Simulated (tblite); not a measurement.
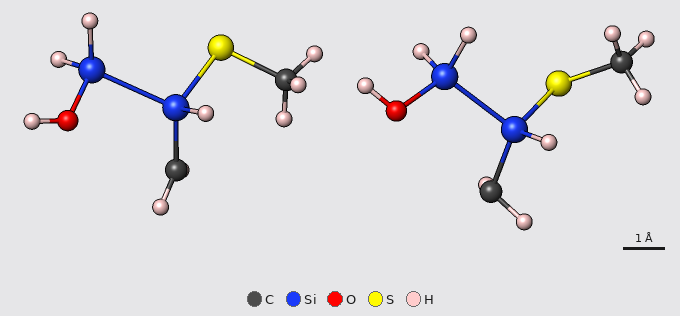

Two geometries of C2H9OSSi2 (multiplicity 2), drawn at one scale. One is the start of a relaxation, the other its converged end. A ball-and-stick model, seen at a tilt.

Theory: GFN2-xTB geometry optimisation, gas phase in tblite 0.8.0. 

> Which of the two is the end point?

The left one is the relaxed one. The atom that moves furthest after the best rigid fit is an H atom (1.42 Å). Largest moves by element: H 1.42 Å, S 1.02 Å, C 0.83 Å, Si 0.57 Å, O 0.38 Å. Some distances before and after: O–Si 1.694 → 1.626 Å, Si–Si 2.259 → 2.316 Å, H–O 0.999 → 0.954 Å, C–H 1.122 → 1.077 Å. Bond angles that change, for instance: Si–Si–O 112.6° → 95.6°, Si–O–H 107.1° → 123.0°, Si–C–H 106.2° → 121.7°. Groups turn about S–Si by about 65°. Over 188 geometry steps the energy falls by 98.9 kJ/mol. The run took 1.6 s on 1 thread of Arm Neoverse V1, on a shared host.
